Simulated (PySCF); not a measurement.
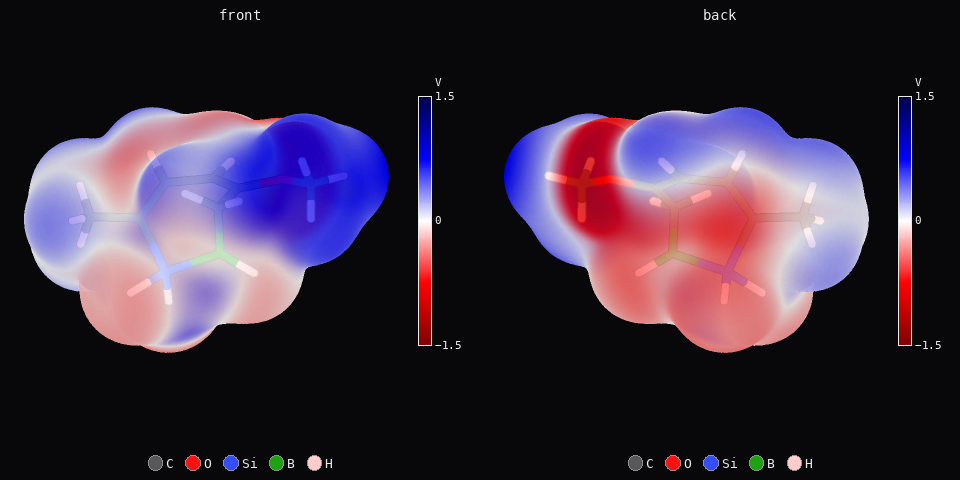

Figure. C7H13BOSi (SMILES COC1=CC=C(C)[SiH2]BC1). The electrostatic potential painted on the density surface at 0.001 e/bohr³, seen from the front and from behind; the colour scale runs from red (negative) to blue (positive).

Geometry: GFN2-xTB.

The calculation used PBE0/pcSseg-1, SCF density, gas phase, non-relativistic (PySCF).

Input

```
{"job": {"kind": "nmr", "xc": "PBE0", "basis": "pcSseg-1"}, "charge": 0, "multiplicity": 1}
C      3.424596    -0.632040    -0.941150
O      2.380298     0.288462    -1.137405
C      1.266683     0.252243    -0.336493
C      0.391151     1.266414    -0.542790
C     -0.851959     1.547273     0.139359
C     -1.841114     0.690062     0.415974
C     -3.057666     1.138183     1.161541
Si    -1.761671    -1.100026    -0.209865
B      0.137485    -1.496145    -0.378325
C      1.068745    -0.826464     0.691869
H      4.158275    -0.403429    -1.713447
H      3.896442    -0.513219     0.040194
H      3.086031    -1.665123    -1.064367
H      0.719332     2.030538    -1.239276
H     -0.978459     2.600822     0.383866
H     -3.952300     0.916881     0.581869
H     -3.031742     2.205004     1.380784
H     -3.136809     0.591084     2.100531
H     -2.522663    -1.890871     0.780422
H     -2.608950    -1.123414    -1.420967
H      0.623136    -2.138156    -1.234487
H      0.582455    -0.414375     1.574013
H      2.003951    -1.296720     0.978228
```

Launched as:

```sh
OMP_NUM_THREADS=1 python probes_run.py task.json out
```

Question: Where is the surface potential most negative and most positive?

Answer: The most negative region (about −1.0 V) lies over O2, the most positive (about +0.8 V) over C1, H11, H12 and H23.

Question: How polar is the molecule by this calculation?

Answer: Its dipole moment is 2.05 D.
